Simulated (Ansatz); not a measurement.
**HfO2: O → C**

Start from HfO$_{2}$ in the fluorite structure (space group Fm-3m, No. 225; a = 5.059 Å).

It is then changed as follows: C takes the place of O on all its sites; the structure is relaxed again.

The values are results of r2SCAN (Ansatz, a program for electronic structure; PAW; 500 eV plane waves; scalar-relativistic without spin-orbit coupling), earlier PAW set, not measurements. Γ-centred 15×15×15 mesh, Fermi–Dirac width 0.05 eV, for the changed cell.

```tsv
quantity	base	changed	shift
volume per atom	10.79 Å³	12.36 Å³	+1.57 Å³
density	10.80 g/cm³	9.07 g/cm³	-1.73 g/cm³
space group	Fm-3m (No. 225)	Fm-3m (No. 225)	–
shortest interatomic distance	2.191 Å	2.292 Å	+0.101 Å
band gap	4.30 eV	zero	–
```

Final structure:

```
HfC2
1.0
    0.00000     2.64645     2.64645
    2.64645     0.00000     2.64645
    2.64645     2.64645     0.00000
Hf C
1 2
Direct
  0.00000   0.00000   0.00000
  0.25000   0.25000   0.25000
  0.75000   0.75000   0.75000
```

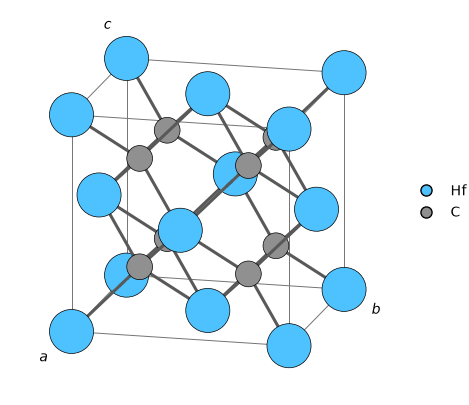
Fig. 1. The relaxed conventional cell after the change

Cost of the whole job for the changed cell (relaxation, final SCF and bands): about 90 core-seconds (a rough figure).

Spin-orbit coupling, missing from the scalar runs, can matter with Hf. No phonon test of stability was made. As relaxed here, HfC2 is a hypothetical phase, not in the database extracts checked. All final runs are without spin polarisation. This is not the structure that HfO2 has at room temperature and ambient pressure.
